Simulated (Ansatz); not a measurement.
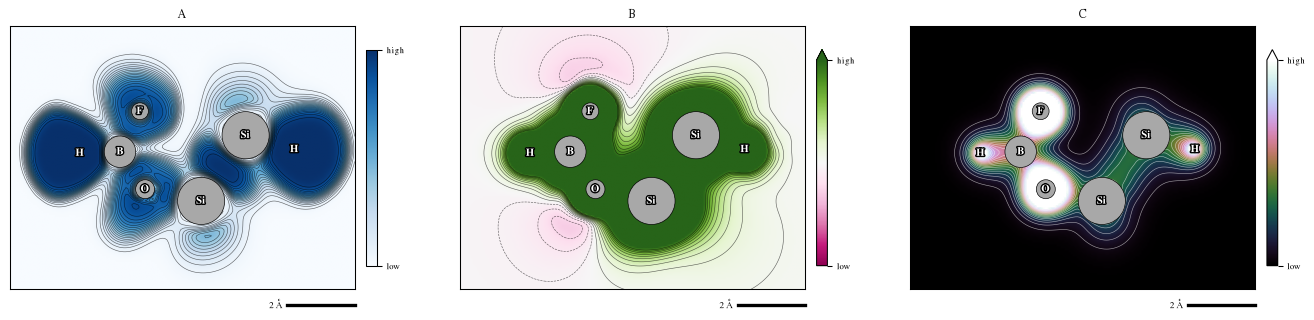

BFH₆OSi₂ (SMILES FBO[SiH2][SiH3]): 3 fields on the plane of atoms Si4, Si5 and H11, with unlabelled colour scales. Grey discs cover the atomic cores.

Geometry: B3LYP-D3(BJ)/def2-SVP.

These are results of isolated molecule in a Gaussian basis; Kohn-Sham density functional theory, functional PBE0 in Ansatz 0.2.0, not measurements.

Question: The panels show electron density, electron localisation function and electrostatic potential in some order. Assign them.

Answer: Panel A: electron localisation function. Panel B: electrostatic potential (strongly positive close to the atoms, with negative regions outside electron-rich atoms). Panel C: electron density. From the grid: B–F (1.34 Å): the density is about 2.1 e/Å³ at the midpoint; the ELF peaks at about 0.85 between the atoms, as expected for a polar covalent bond. B–O (1.34 Å): ρ at the midpoint is about 2.2 e/Å³; the ELF peaks at about 0.85 between the atoms (a polar covalent bond).
